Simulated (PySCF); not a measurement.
## Electronic structure of C₃H₇FO₂Si in real space

The calculation's input:

```
{"job": {"kind": "uv", "xc": "wB97X-D", "basis": "def2-SVPD", "nstates": 8, "ntriplets": 3}, "charge": 0, "multiplicity": 1}
C      0.077045     1.910452     0.297878
C     -0.301677     0.686374    -0.037604
O      0.493380    -0.372611    -0.200117
Si     2.072926    -0.630347     0.130023
O     -1.637464     0.436162    -0.274029
C     -2.038729    -0.871256    -0.397883
F     -2.043344    -1.504068     0.820464
H      1.110736     2.138536     0.463980
H     -0.650440     2.690152     0.398761
H      2.896967     0.241719    -0.708002
H      2.341259    -0.370172     1.541861
H      2.143246    -2.031906    -0.250157
H     -3.074374    -0.854351    -0.753956
H     -1.390209    -1.469155    -1.053385
```

Run with:

```sh
OMP_NUM_THREADS=1 python probes_run.py task.json out
```

Geometry: GFN2-xTB.

Method: PySCF, wB97X-D/def2-SVPD, SCF density, gas phase.

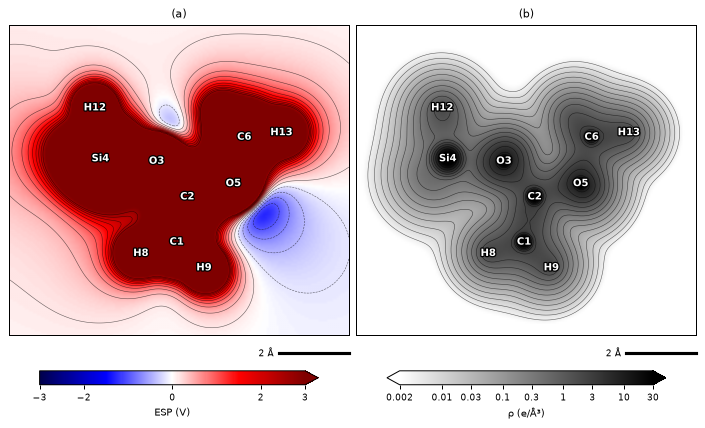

Figure 1. (a) electrostatic potential; (b) electron density on the plane of atoms H8, C1 and H9.

Question: What do the fields say about this system?

Answer: Atoms in the plane: C, O, Si and H. C–C (1.32 Å): the density is about 2.3 e/Å³ at the midpoint. C–O (1.33 Å): ρ is about 2.4 e/Å³ halfway. Si–O (1.63 Å): ρ at the midpoint is about 1.1 e/Å³. C–H (1.07 Å): ρ is about 2 e/Å³ halfway. C–O (1.38 Å): ρ is about 2.2 e/Å³ halfway, with its minimum of 1.9 e/Å³ about 0.5 Å from C. Outside the dense part of the molecule the potential is most negative (−1.3 V) near O5.

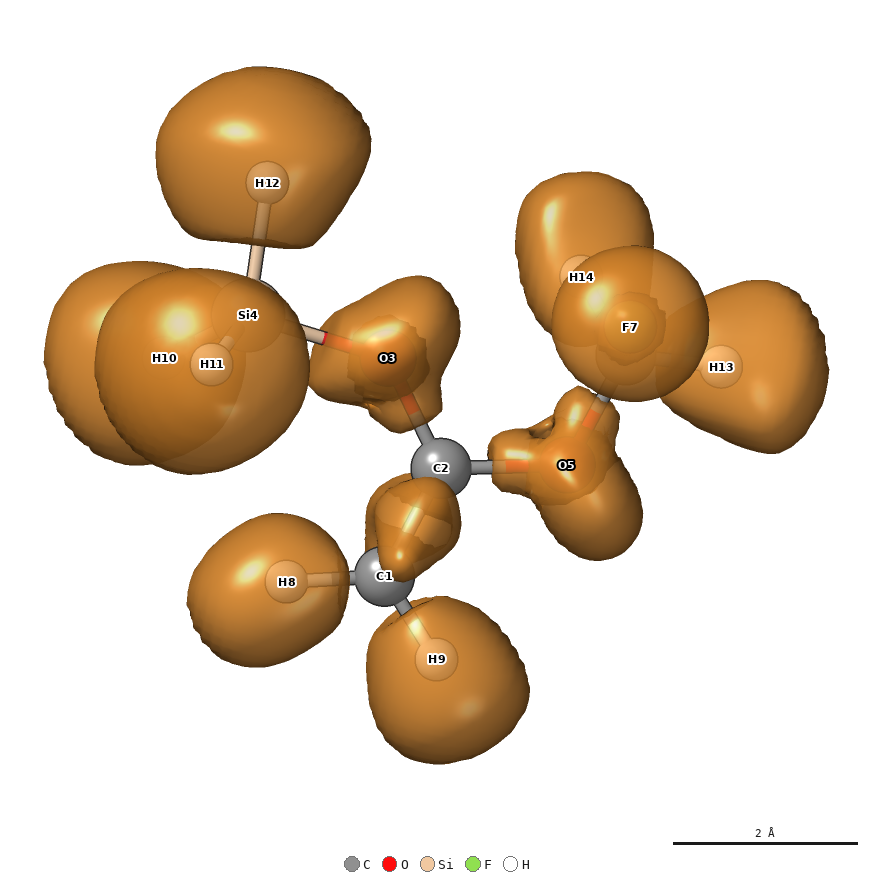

Figure 2. Isosurface of the ELF at 0.75 (orange), seen across its widest extent. Core shells and regions of very low density are left out.

Question: Describe the localisation domains.

Answer: The ELF exceeds this value in one region between bonded C–C atoms (shared pairs), seven regions around hydrogen nuclei, one region on F in which the atom's valence shell and bonds are merged and two regions on O in which the atom's valence shell and bonds are merged.


C–C (1.32 Å): the ELF peaks at about 0.95 between the atoms: a multiple bond. C–O (1.33 Å): the ELF peaks at about 0.90 between the atoms, as expected for a polar covalent bond.

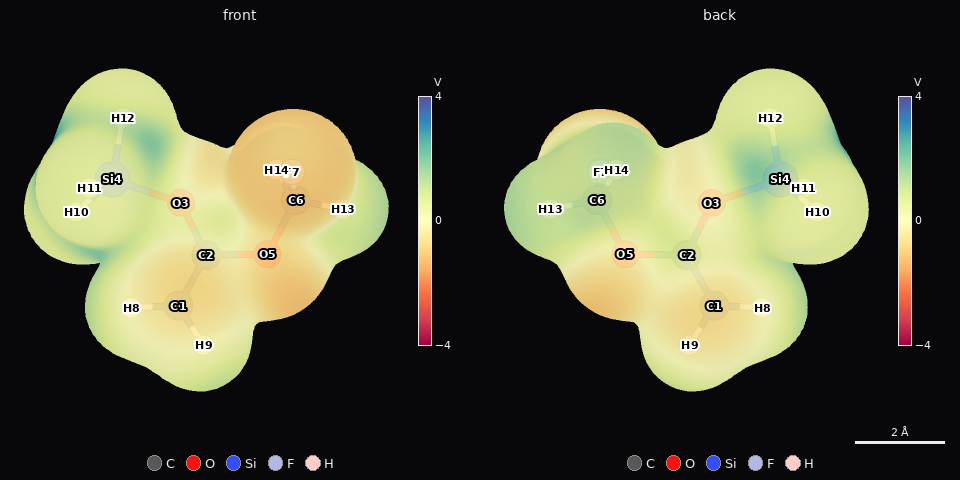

Figure 3. The electrostatic potential painted on the density surface at 0.004 e/bohr³, seen from the front and from behind; red is negative and blue positive.

Question: Which sites attract a positive test charge, and which a negative one?

Answer: A positive charge is drawn to the negative regions and a negative charge to the positive ones. The most negative region (about −1.2 V, or −28 kcal/mol for a unit charge) lies over O5 and F7, the most positive (about +2.9 V, or +67 kcal/mol for a unit charge) over Si4.

Question: How polar is the molecule by this calculation?

Answer: Its dipole moment is 1.93 D.
